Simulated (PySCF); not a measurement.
**C4H4N2, SMILES `c1cnccn1`: what the electrons do**

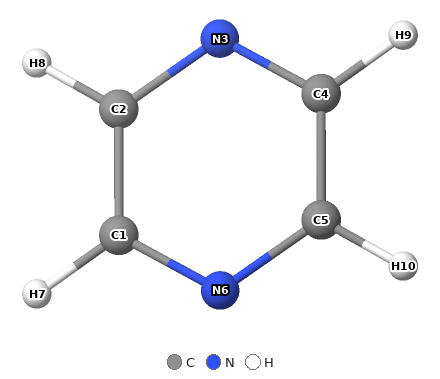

The molecule, with its atoms numbered as below. No frequency check shows the geometry to be a minimum.

Geometry (Å), atoms numbered from 1:

```
C1       1.1217    0.7066    0.0000
C2       1.1365   -0.6827    0.0000
N3       0.0160   -1.3859    0.0000
C4      -1.1217   -0.7066    0.0000
C5      -1.1365    0.6827    0.0000
N6      -0.0160    1.3859    0.0000
H7       2.0309    1.2920    0.0000
H8       2.0579   -1.2486    0.0000
H9      -2.0309   -1.2920    0.0000
H10     -2.0579    1.2486    0.0000
```

Part 1: Bonding charge

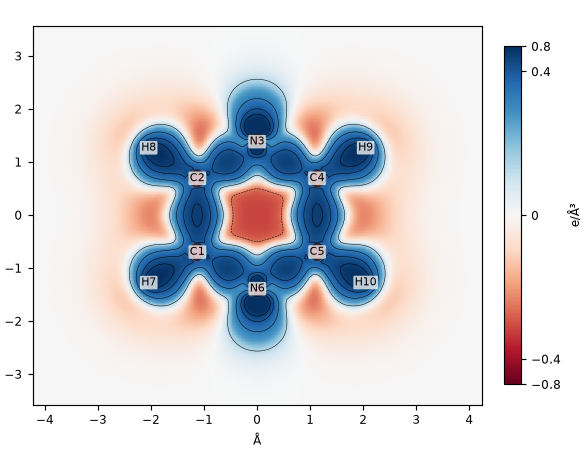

Deformation density (molecule less spherical, spin-averaged free atoms) in the molecular plane; colour scale in e/Å³, logarithmic beyond ±0.1; blue: gain, red: loss.

Computed with PySCF, BLYP/def2-SVP, geometry: GFN2-xTB.

Q: Describe the bonding that the map shows.

A: C2–H8, C5–H10, C1–H7 and C4–H9: +0.72 e/Å³ at the bond critical point (bond length 1.08 Å, Mayer order 1.0). C1–C2 and C4–C5: +0.65 e/Å³ at the bond critical point (bond length 1.39 Å, Mayer order 1.4). C2–N3, C5–N6, N3–C4 and C1–N6: +0.52 e/Å³ at the bond critical point (bond length 1.32 Å, Mayer order 1.6). In all, 2.4 electrons gather in the regions of gain relative to the promolecule.

Q: Where do the Hirshfeld charges lie?

A: The highest Hirshfeld charge is on H7, H8, H9 and H10 (+0.04 e), the lowest on N3 and N6 (−0.13 e).

```tsv
atom	charge (e)
C1	+0.02
C2	+0.02
N3	−0.13
C4	+0.02
C5	+0.02
N6	−0.13
H7	+0.04
H8	+0.04
H9	+0.04
H10	+0.04
```

Part 2: Bond critical points

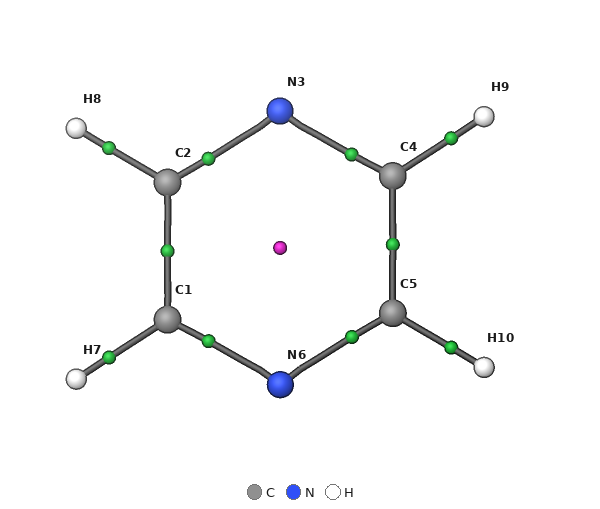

Molecular graph of the electron density (QTAIM): bond paths, bond critical points (green), ring points (magenta, if any); weak paths are dashed.

Q: How many critical points of each kind are there, and does the count close?

A: 10 nuclei, 10 bond, 1 ring and 0 cage critical points: 10 − 10 + 1 − 0 = 1, as the Poincaré–Hopf relation requires.

Q: Give the properties at the bond critical points.

A:
```json
{"bond": "C2–N3 (4 alike)", "length (Å)": "1.323", "ρ (a.u.)": "0.351", "∇²ρ (a.u.)": "−1.03", "ε": "0.10", "H (a.u.)": "−0.591"}
{"bond": "C1–C2 (2 alike)", "length (Å)": "1.389", "ρ (a.u.)": "0.314", "∇²ρ (a.u.)": "−0.80", "ε": "0.22", "H (a.u.)": "−0.301"}
{"bond": "C2–H8 (4 alike)", "length (Å)": "1.081", "ρ (a.u.)": "0.286", "∇²ρ (a.u.)": "−1.11", "ε": "0.03", "H (a.u.)": "−0.313"}
```

Q: What kind of interaction is C1–C2?

A: Shared-shell (covalent): ρ = 0.314, ∇²ρ = −0.80, H = −0.301 a.u. Its ellipticity of 0.22 shows that the density isn't cylindrical about the bond.

Part 3: Electrostatic potential

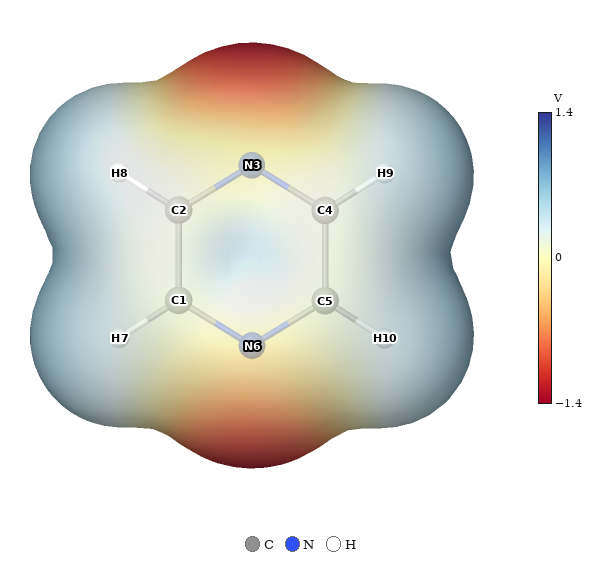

Electrostatic potential on the surface of electron density 0.001 a.u.

Q: Where are the extremes of the potential on the surface?

A: Highest: 0.71 V, 1.5 Å from H9, and at like points elsewhere. Further maxima include 0.40 V, over the middle of C2, N3, C4 and C5, about 2.1 Å from them, and at like points elsewhere. Lowest: −1.32 V, 1.9 Å from N6, and at like points elsewhere. The surface is sampled at points, so like sites can differ by a few per cent and only the strongest of them is named.

Part 4: In an electric field

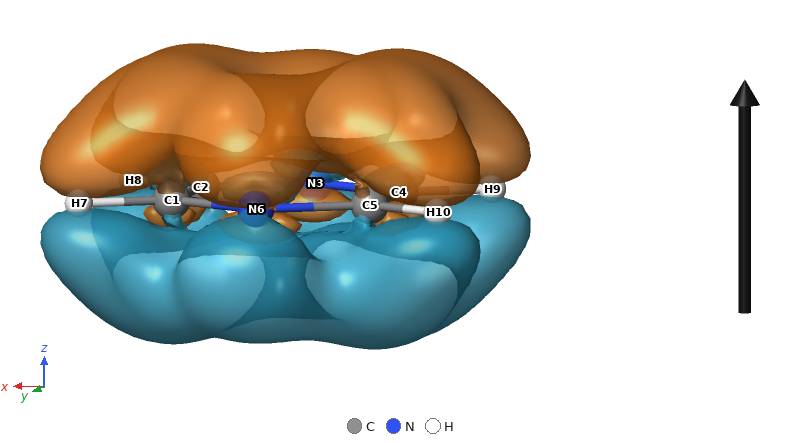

Change of the electron density in a uniform field of 0.10 V/Å along +z (arrow), surfaces at ±0.0004 e/Å³ (light blue: gain, orange: loss).

Computed with PySCF, BP86/def2-TZVP, geometry: GFN2-xTB. A basis without diffuse functions makes polarisabilities too small.

Q: How large is the response?

A: The induced dipole is 0.17 D (along the field); α along this axis, from the fields in both directions, is 33 bohr³ (4.9 Å³).

Q: Which atoms gain and lose the most charge?

A: Hardly any: no atom's Hirshfeld charge changes by as much as 0.002 e. The density shifts from one side of each atom to the other; 0.019 electrons are displaced in all.

Part 5: Stretching a bond

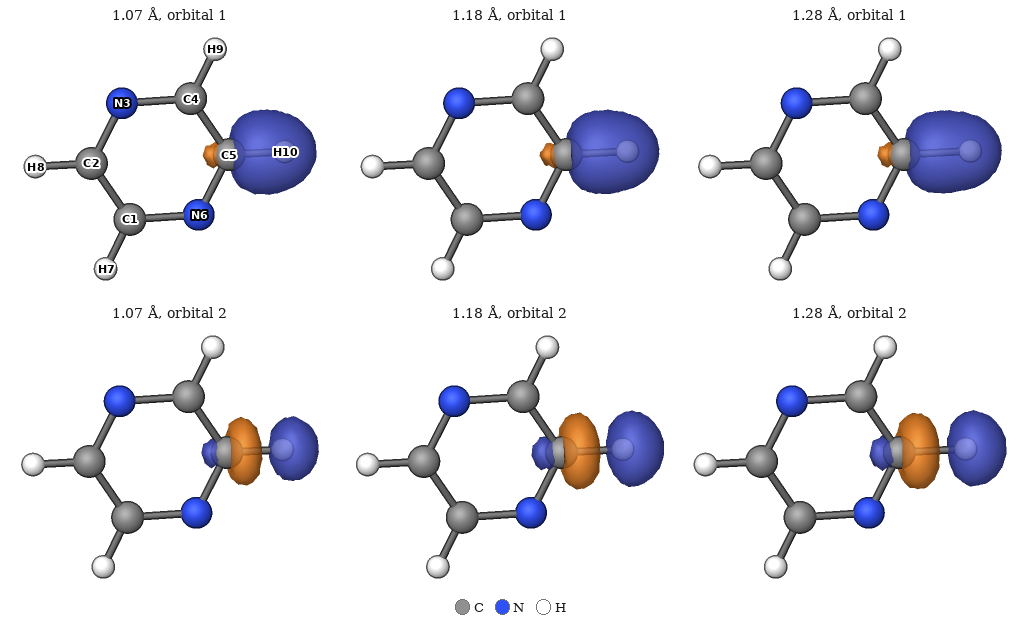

Rigid stretch of the C5–H10 bond. The two CASSCF(2,2) natural orbitals nearest half filling (orbital 1 the more occupied).

Computed with PySCF, 6-31G* basis, geometry: GFN2-xTB.

Q: How do the occupations change along the stretch?

A: 1.07 Å: 1.98 and 0.02; 1.18 Å: 1.98 and 0.02; 1.28 Å: 1.97 and 0.03. At the longest distance computed (3.00 Å) they are 1.27 and 0.73, and the effective number of unpaired electrons is 1.7.

UHF's ⟨S²⟩ passes 1 along the scan (up to 1.65), so it also polarises electrons outside the stretched bond; its energy lowering isn't due to that bond alone.

UHF already breaks spin symmetry near equilibrium here (⟨S²⟩ = 0.50 at 1.07 Å), for reasons apart from this bond.

Q: How much energy does the stretch cost?

A: By CASSCF, 4.5 eV from the lowest point of the scan (1.07 Å) to 3.00 Å; RHF gives 7.9 eV from its own lowest point. The fragments aren't relaxed and dynamic correlation is missing, so this isn't a bond dissociation energy.

The PySCF runs shown took 11 s, 69 s and 5.5 min on 1 thread of Arm Neoverse V2, with other jobs on the host.
